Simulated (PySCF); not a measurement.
# WOBr3: other spin states and a change of charge

How does WOBr3 respond at fixed geometry? The runs cover other spin states and a change of charge. The structure is generated, not taken from experiment.

Computed with PySCF 2.14.0. Level: PBE, W def2-SVP with ECP60, O def2-SVP, Br def2-SVP; scalar-relativistic core potentials, no spin–orbit coupling.

2 further runs of the same task are left out: 2 for a known fault of the program. Runs told in other sessions of the task aren't counted.

## Step 1: Starting geometry

5 atoms, charge 0, spin multiplicity 2.

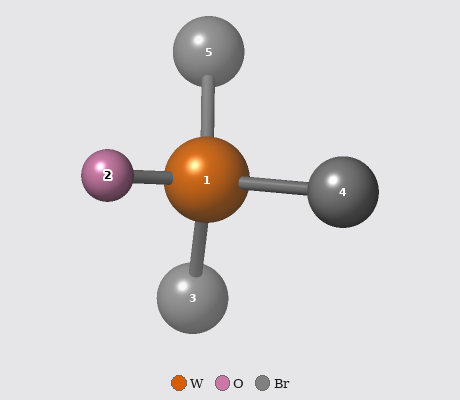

The structure; tungsten orange, oxygen pink, bromine grey; atoms are numbered from 1 in the order of the file.

Geometry (Å):

```xyz
5
Br3OW
W     0.2585    0.0000    0.2556
O     1.5373    0.0000    1.3768
Br    0.6678    1.8359   -1.2886
Br   -1.9967    0.0000    1.1559
Br    0.6678   -1.8359   -1.2886
```

Formal oxidation states: W +5. An earlier session relaxed this geometry at PBE, W def2-SVP with ECP60, O def2-SVP, Br def2-SVP (doublet, point group Cs).

Its energy there is -7862.805902 Eh.

## Step 2: Multiplicity 4 at the relaxed geometry

The input, run.py (the lines that set the calculation):

```python
mol = gto.M(atom='''
W      0.25847     0.00000     0.25565
O      1.53731     0.00000     1.37680
Br     0.66781     1.83588    -1.28861
Br    -1.99674     0.00000     1.15586
Br     0.66781    -1.83588    -1.28861''',
    basis={'W': 'def2-SVP', 'O': 'def2-SVP', 'Br': 'def2-SVP'},
    ecp={'W': 'def2-SVP'},
    charge=0, spin=3)
mf = dft.UKS(mol, xc='PBE')
mf.grids.atom_grid = (50, 194)
mf = mf.density_fit()  # fitting sets: W def2-universal-JKFIT, O def2-universal-JKFIT, Br def2-universal-JKFIT
mf.conv_tol = 1e-08; mf.max_cycle = 55
mf.kernel(dm0)  # dm0: free metal ions and neutral atoms
```

Launch:

```console
> OMP_NUM_THREADS=4 python run.py
```

The program printed:

```text
init E= -7980.1353549106
cycle= 1 E= -7845.756167532  delta_E=  134  |g|=  7.2  |ddm|= 6.23
cycle= 2 E= -7774.10271504188  delta_E= 71.7  |g|= 8.16  |ddm|= 17.1
cycle= 3 E= -7828.91808330481  delta_E= -54.8  |g|= 6.03  |ddm|= 17.8
cycle= 4 E= -7858.35180103714  delta_E= -29.4  |g|= 2.75  |ddm|=  8.2
cycle= 5 E= -7858.90547905936  delta_E= -0.554  |g|= 2.38  |ddm|= 7.38
cycle= 6 E= -7861.04143313929  delta_E= -2.14  |g|= 1.72  |ddm|= 6.85
cycle= 7 E= -7861.50568180951  delta_E= -0.464  |g|= 1.42  |ddm|= 2.79
cycle= 8 E= -7862.5788621939  delta_E= -1.07  |g|= 0.361  |ddm|= 1.32
cycle= 9 E= -7862.21733863488  delta_E= 0.362  |g|= 0.793  |ddm|= 1.57
cycle= 10 E= -7862.57223198048  delta_E= -0.355  |g|= 0.298  |ddm|= 0.717
cycle= 11 E= -7862.65724590192  delta_E= -0.085  |g|= 0.174  |ddm|= 1.19
cycle= 12 E= -7862.68577324292  delta_E= -0.0285  |g|= 0.0529  |ddm|= 0.546
cycle= 13 E= -7862.68558656001  delta_E= 0.000187  |g|= 0.0385  |ddm|= 0.249
cycle= 14 E= -7862.68518927193  delta_E= 0.000397  |g|= 0.0462  |ddm|= 0.363
cycle= 15 E= -7862.68730854793  delta_E= -0.00212  |g|= 0.0147  |ddm|= 0.106
cycle= 16 E= -7862.68747654053  delta_E= -0.000168  |g|= 0.00763  |ddm|= 0.0334
cycle= 17 E= -7862.68753892352  delta_E= -6.24e-05  |g|= 0.00148  |ddm|= 0.0219
cycle= 18 E= -7862.68754108488  delta_E= -2.16e-06  |g|= 0.00026  |ddm|= 0.00407
cycle= 19 E= -7862.68754112779  delta_E= -4.29e-08  |g|= 0.000153  |ddm|= 0.000743
cycle= 20 E= -7862.68754113188  delta_E= -4.08e-09  |g|= 0.000138  |ddm|= 0.000765
cycle= 21 E= -7862.68754114268  delta_E= -1.08e-08  |g|= 8.57e-05  |ddm|= 0.000597
cycle= 22 E= -7862.68754115028  delta_E= -7.6e-09  |g|= 1.03e-05  |ddm|= 0.000286
Extra cycle  E= -7862.68754113599  delta_E= 1.43e-08  |g|= 0.000116  |ddm|= 0.000458
converged SCF energy = -7862.68754113599  <S^2> = 3.7586858  2S+1 = 4.0043406
```

Run time: 7.2 s. Hardware: 4 threads of Arm Neoverse V2, shared host.

It gives: E = -7862.687541 Eh (+3.221 eV from the relaxed state), HOMO -4.15 eV, LUMO -7.62 eV (over both spins), ⟨S²⟩ = 3.759, Mulliken charge on W1 +0.56 e. An empty level of one spin lies below a filled level of the other.

## Step 3: One electron removed, multiplicity 1

run.py (the lines that set the calculation), as its differences from that of step 2:

```diff
@@ -8,4 +8,4 @@
     ecp={'W': 'def2-SVP'},
-    charge=0, spin=3)
-mf = dft.UKS(mol, xc='PBE')
+    charge=1, spin=0)
+mf = dft.RKS(mol, xc='PBE')
 mf.grids.atom_grid = (50, 194)
@@ -13,2 +13,2 @@
 mf.conv_tol = 1e-08; mf.max_cycle = 55
-mf.kernel(dm0)  # dm0: free metal ions and neutral atoms
+mf.kernel(dm0)  # dm0: the density of the relaxed state
```

Launch:

```console
> OMP_NUM_THREADS=4 python run.py
```

The program printed:

```text
init E= -7862.79557468767
  HOMO = -0.27469860517315  LUMO = -0.169420110356798  gap/eV = 2.86477
cycle= 1 E= -7862.46942531297  delta_E= 0.326  |g|= 0.408  |ddm|= 1.12
  HOMO = -0.498645950801781  LUMO = -0.465673653049533  gap/eV = 0.89722
cycle= 2 E= -7861.10981947715  delta_E= 1.36  |g|= 2.39  |ddm|= 2.42
  HOMO = -0.491979789091553  LUMO = -0.406738364890141  gap/eV = 2.31954
cycle= 3 E= -7862.51332130539  delta_E= -1.4  |g|= 0.164  |ddm|= 1.97
  HOMO = -0.478336772361083  LUMO = -0.389903243520829  gap/eV = 2.40640
cycle= 4 E= -7862.51653936578  delta_E= -0.00322  |g|= 0.0927  |ddm|= 0.292
  HOMO = -0.473846164406847  LUMO = -0.386691919509443  gap/eV = 2.37159
cycle= 5 E= -7862.51855687276  delta_E= -0.00202  |g|= 0.0664  |ddm|=  0.2
  HOMO = -0.474659490060991  LUMO = -0.386102649719106  gap/eV = 2.40975
cycle= 6 E= -7862.51941998999  delta_E= -0.000863  |g|= 0.0303  |ddm|= 0.0697
  HOMO = -0.475258192701178  LUMO = -0.385851440357073  gap/eV = 2.43288
cycle= 7 E= -7862.51965830379  delta_E= -0.000238  |g|= 0.00552  |ddm|= 0.0274
  HOMO = -0.475145784734701  LUMO = -0.385616895799026  gap/eV = 2.43621
cycle= 8 E= -7862.51966799679  delta_E= -9.69e-06  |g|= 0.000745  |ddm|= 0.00711
  HOMO = -0.475103750715993  LUMO = -0.38555729293669  gap/eV = 2.43668
cycle= 9 E= -7862.51966810695  delta_E= -1.1e-07  |g|= 0.000349  |ddm|= 0.000936
  HOMO = -0.475090015407378  LUMO = -0.385548887153791  gap/eV = 2.43654
cycle= 10 E= -7862.51966814404  delta_E= -3.71e-08  |g|= 2.98e-05  |ddm|= 0.000422
  HOMO = -0.475090564862818  LUMO = -0.385548501199209  gap/eV = 2.43656
cycle= 11 E= -7862.51966814426  delta_E= -2.22e-10  |g|= 8.6e-06  |ddm|= 3.75e-05
  HOMO = -0.475090702294695  LUMO = -0.385549646492159  gap/eV = 2.43654
Extra cycle  E= -7862.51966814397  delta_E= 2.96e-10  |g|= 3.29e-05  |ddm|= 4.39e-05
converged SCF energy = -7862.51966814397
```

Wall time 3 s (4 threads of Arm Neoverse V2, shared host).

Read off: E = -7862.519668 Eh (+7.789 eV from the relaxed state), HOMO -12.93 eV, LUMO -10.49 eV, Mulliken charge on W1 +0.86 e. 

## Step 4: One electron removed, multiplicity 3

run.py (the lines that set the calculation), as its differences from that of step 3:

```diff
@@ -8,4 +8,4 @@
     ecp={'W': 'def2-SVP'},
-    charge=1, spin=0)
-mf = dft.RKS(mol, xc='PBE')
+    charge=1, spin=2)
+mf = dft.UKS(mol, xc='PBE')
 mf.grids.atom_grid = (50, 194)
```

Launch:

```console
> OMP_NUM_THREADS=4 python run.py
```

The program printed:

```text
init E= -7862.80590168726
cycle= 1 E= -7862.40211552949  delta_E= 0.404  |g|= 0.194  |ddm|= 0.838
cycle= 2 E= -7861.98707113726  delta_E= 0.415  |g|= 0.755  |ddm|= 1.47
cycle= 3 E= -7862.41499100027  delta_E= -0.428  |g|= 0.186  |ddm|= 1.37
cycle= 4 E= -7862.42619852947  delta_E= -0.0112  |g|= 0.113  |ddm|= 0.283
cycle= 5 E= -7862.31660012864  delta_E= 0.11  |g|= 0.308  |ddm|= 1.18
cycle= 6 E= -7862.42911002017  delta_E= -0.113  |g|= 0.057  |ddm|= 1.17
cycle= 7 E= -7862.43126549259  delta_E= -0.00216  |g|= 0.0401  |ddm|= 0.136
cycle= 8 E= -7862.3367650974  delta_E= 0.0945  |g|= 0.278  |ddm|= 1.17
cycle= 9 E= -7862.43222309852  delta_E= -0.0955  |g|= 0.0164  |ddm|= 1.17
cycle= 10 E= -7862.43231198306  delta_E= -8.89e-05  |g|= 0.0121  |ddm|= 0.102
cycle= 11 E= -7862.43246310399  delta_E= -0.000151  |g|= 0.00456  |ddm|= 0.0735
cycle= 12 E= -7862.43248348828  delta_E= -2.04e-05  |g|= 0.00121  |ddm|= 0.0141
cycle= 13 E= -7862.43248428922  delta_E= -8.01e-07  |g|= 0.000794  |ddm|= 0.00112
cycle= 14 E= -7862.43248493033  delta_E= -6.41e-07  |g|= 0.000191  |ddm|= 0.00193
cycle= 15 E= -7862.43248496606  delta_E= -3.57e-08  |g|= 2.39e-05  |ddm|= 0.000641
cycle= 16 E= -7862.43248496627  delta_E= -2.07e-10  |g|= 1.51e-05  |ddm|= 7.58e-05
Extra cycle  E= -7862.43248495919  delta_E= 7.08e-09  |g|= 9.14e-05  |ddm|= 0.000464
converged SCF energy = -7862.43248495919  <S^2> = 2.0035274  2S+1 = 3.0023507
```

It took 5.2 s on 4 threads of Arm Neoverse V2, shared host.

Result: E = -7862.432485 Eh (+10.161 eV from the relaxed state), HOMO -10.48 eV, LUMO -12.86 eV (over both spins), ⟨S²⟩ = 2.004, Mulliken charge on W1 +0.78 e. An empty level of one spin lies below a filled level of the other.

## Step 5: One electron added, multiplicity 1

run.py (the lines that set the calculation), as its differences from that of step 4:

```diff
@@ -8,4 +8,4 @@
     ecp={'W': 'def2-SVP'},
-    charge=1, spin=2)
-mf = dft.UKS(mol, xc='PBE')
+    charge=-1, spin=0)
+mf = dft.RKS(mol, xc='PBE')
 mf.grids.atom_grid = (50, 194)
```

Launch:

```console
> OMP_NUM_THREADS=4 python run.py
```

The program printed:

```text
init E= -7862.79557468767
  HOMO = -0.169420110356823  LUMO = -0.16015883149309  gap/eV = 0.25201
cycle= 1 E= -7862.79489642613  delta_E= 0.000678  |g|= 0.449  |ddm|= 1.11
  HOMO = 0.158634062846751  LUMO = 0.161647822642468  gap/eV = 0.08201
cycle= 2 E= -7861.95207010464  delta_E= 0.843  |g|= 1.61  |ddm|= 7.43
  HOMO = 0.0516941191594196  LUMO = 0.0555940469697724  gap/eV = 0.10612
cycle= 3 E= -7862.83326925292  delta_E= -0.881  |g|= 0.333  |ddm|= 7.26
  HOMO = 0.0405878248171939  LUMO = 0.0433621831548984  gap/eV = 0.07549
cycle= 4 E= -7862.8434879263  delta_E= -0.0102  |g|= 0.204  |ddm|= 0.401
  HOMO = 0.0469758009448924  LUMO = 0.0494481939315178  gap/eV = 0.06728
cycle= 5 E= -7862.85365996997  delta_E= -0.0102  |g|= 0.0743  |ddm|= 0.287
  HOMO = 0.0514929361653544  LUMO = 0.0534840676873515  gap/eV = 0.05418
cycle= 6 E= -7862.85469058161  delta_E= -0.00103  |g|= 0.0095  |ddm|= 0.0843
  HOMO = 0.0527054029311984  LUMO = 0.0548530463495608  gap/eV = 0.05844
cycle= 7 E= -7862.85470803878  delta_E= -1.75e-05  |g|= 0.00492  |ddm|= 0.0187
  HOMO = 0.0528749153319938  LUMO = 0.0549066552830829  gap/eV = 0.05529
cycle= 8 E= -7862.85471537871  delta_E= -7.34e-06  |g|= 0.00111  |ddm|= 0.00969
  HOMO = 0.0529337193306143  LUMO = 0.0549774857867543  gap/eV = 0.05561
cycle= 9 E= -7862.8547157399  delta_E= -3.61e-07  |g|= 0.000192  |ddm|= 0.00212
  HOMO = 0.0529346222386843  LUMO = 0.0549773414955981  gap/eV = 0.05559
cycle= 10 E= -7862.85471574953  delta_E= -9.64e-09  |g|= 5.48e-05  |ddm|= 0.000262
  HOMO = 0.0529306679326583  LUMO = 0.0549733421283842  gap/eV = 0.05558
Extra cycle  E= -7862.85471574736  delta_E= 2.17e-09  |g|= 0.000107  |ddm|= 0.000196
converged SCF energy = -7862.85471574736
```

Wall time 2.8 s (4 threads of Arm Neoverse V2, shared host).

Read off: E = -7862.854716 Eh (-1.328 eV from the relaxed state), HOMO 1.44 eV, LUMO 1.50 eV, Mulliken charge on W1 +0.41 e. The gap is small, and the closed shell wasn't tested for a lower spin-broken solution. The highest filled level lies above zero; it isn't the detachment energy.

## Step 6: One electron added, multiplicity 3

run.py (the lines that set the calculation), as its differences from that of step 5:

```diff
@@ -8,4 +8,4 @@
     ecp={'W': 'def2-SVP'},
-    charge=-1, spin=0)
-mf = dft.RKS(mol, xc='PBE')
+    charge=-1, spin=2)
+mf = dft.UKS(mol, xc='PBE')
 mf.grids.atom_grid = (50, 194)
```

Launch:

```console
> OMP_NUM_THREADS=4 python run.py
```

The program printed:

```text
init E= -7862.80590168726
  HOMO = -0.164991656854  LUMO = -0.154754713468  gap/eV = 0.27856
cycle= 1 E= -7862.81690720435  delta_E= -0.011  |g|= 0.292  |ddm|= 1.16
  HOMO = 0.145332521532  LUMO = 0.164879223469  gap/eV = 0.53189
cycle= 2 E= -7862.50624799208  delta_E= 0.311  |g|= 0.779  |ddm|= 1.58
  HOMO = 0.0491613385027  LUMO = 0.0767332724568  gap/eV = 0.75027
cycle= 3 E= -7862.85001174941  delta_E= -0.344  |g|= 0.23  |ddm|= 1.23
  HOMO = 0.0387713252487  LUMO = 0.0688564234747  gap/eV = 0.81866
cycle= 4 E= -7862.86655437406  delta_E= -0.0165  |g|= 0.0928  |ddm|= 0.249
  HOMO = 0.0362412551964  LUMO = 0.0693942808981  gap/eV = 0.90214
cycle= 5 E= -7862.8704719724  delta_E= -0.00392  |g|= 0.031  |ddm|= 0.127
  HOMO = 0.0359888350344  LUMO = 0.0702108474372  gap/eV = 0.93123
cycle= 6 E= -7862.87083381392  delta_E= -0.000362  |g|= 0.00489  |ddm|= 0.032
  HOMO = 0.0362598787317  LUMO = 0.0709214604276  gap/eV = 0.94319
cycle= 7 E= -7862.87084362738  delta_E= -9.81e-06  |g|= 0.00241  |ddm|= 0.00973
  HOMO = 0.03635207699  LUMO = 0.0710261851502  gap/eV = 0.94353
cycle= 8 E= -7862.87084668829  delta_E= -3.06e-06  |g|= 0.000499  |ddm|= 0.00404
  HOMO = 0.0363454241802  LUMO = 0.0710974773028  gap/eV = 0.94565
cycle= 9 E= -7862.87084690993  delta_E= -2.22e-07  |g|= 0.000193  |ddm|= 0.00117
  HOMO = 0.0363245293538  LUMO = 0.0710937069131  gap/eV = 0.94612
cycle= 10 E= -7862.87084694191  delta_E= -3.2e-08  |g|= 7.68e-05  |ddm|= 0.00038
  HOMO = 0.0363185061747  LUMO = 0.0710908404307  gap/eV = 0.94620
cycle= 11 E= -7862.87084694575  delta_E= -3.83e-09  |g|= 2.51e-05  |ddm|= 0.000148
  HOMO = 0.036321086782  LUMO = 0.0710923837937  gap/eV = 0.94618
Extra cycle  E= -7862.87084694419  delta_E= 1.56e-09  |g|= 6.3e-05  |ddm|= 9.91e-05
converged SCF energy = -7862.87084694419  <S^2> = 2.0087523  2S+1 = 3.0058292
```

Run time: 3.8 s. Hardware: 4 threads of Arm Neoverse V2, shared host.

Read off: E = -7862.870847 Eh (-1.767 eV from the relaxed state), HOMO 0.99 eV, LUMO 1.93 eV (over both spins), ⟨S²⟩ = 2.009, Mulliken charge on W1 +0.47 e. The highest filled level lies above zero; it isn't the detachment energy.

## Step 7: The states side by side

| state | energy from the relaxed state (eV) | ⟨S²⟩ | time |
| --- | --- | --- | --- |
| charge 0, doublet, vacuum (relaxed) | 0 | 0.75 |  |
| charge -1, triplet, vacuum | -1.77 | 2.01 | 3.8 s |
| charge -1, singlet, vacuum | -1.33 | 0.00 | 2.8 s |
| charge 0, quartet, vacuum | 3.22 | 3.76 | 7.2 s |
| charge +1, singlet, vacuum | 7.79 | 0.00 | 3 s |
| charge +1, triplet, vacuum | 10.16 | 2.00 | 5.2 s |

An electron taken off or put on is at rest in vacuum. 

Removing an electron vertically costs 7.79 eV (singlet), against −HOMO = 5.05 eV. Adding an electron vertically releases 1.77 eV (triplet). The quartet lies 3.22 eV above at this geometry. These are double-zeta-type bases without diffuse functions. Spin–orbit coupling is left out for this open shell, where it can reorder the states. Open shells may have lower solutions than the one found.
